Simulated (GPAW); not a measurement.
Band structure of IrOs (P-6m2, 2 atoms in the cell).

```yaml
crystal:
  lattice:
    - [2.80809, 0.00000, 0.00000]
    - [-1.40405, 2.43188, 0.00000]
    - [0.00000, 0.00000, 4.46336]
  atoms:
    - { symbol: Os, position: [0.33333, 0.66667, 0.00000] }
    - { symbol: Ir, position: [0.66667, 0.33333, 0.50000] }
```

Method of the run: PBEsol, GPAW PAW datasets PBEsol (made by gpaw-setup) (plane waves; GPAW).

Settings: mode = pw; ecut = 550 eV; xc = PBEsol; kpts = 13 13 8; mesh shift (steps) = 0 0 0; occupations.name = fermi-dirac; occupations.width = 0.1 eV; nbands = -6; convergence.density = 1e-05 e/electron; symmetry.symmorphic = false; symmetry.tolerance = 0.0005; maxiter = 100; bandpath_npoints = 40.

The starting cell comes from a database of computed structures (which also holds hypothetical and non-ambient phases and stackings), without a prior relaxation at this level. Its lattice was rescaled by a random factor within 2.5 % of one. Spin-orbit coupling is off. Spin polarisation is off.

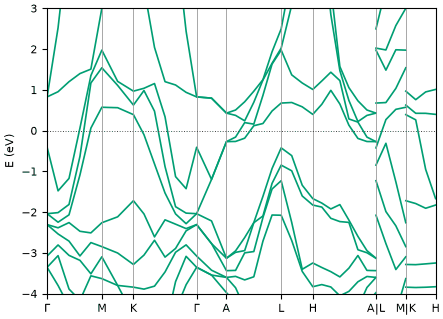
Figure: Bands along the path, energies from the Fermi level.

Levels in eV from the Fermi level, bands 11 to 18:
```
point     11     12     13     14     15     16    17    18
-----  -----  -----  -----  -----  -----  -----  ----  ----
Γ      -3.08  -2.31  -2.31  -2.04  -2.04  -0.41  0.83  0.83
M      -3.10  -2.85  -2.26   0.57   1.54   1.97  3.00  4.57
K      -3.84  -3.28  -1.72   0.39   0.63   0.97  4.18  4.51
A      -3.60  -3.44  -3.13  -3.13  -0.27  -0.27  0.43  0.43
L      -2.08  -1.23  -0.85  -0.42   0.68   1.97  2.02  2.50
H      -3.83  -3.25  -1.83  -1.67   0.40   1.01  6.59  7.32
```

Bands cross the Fermi level along this path, so the cell is metallic at this level.
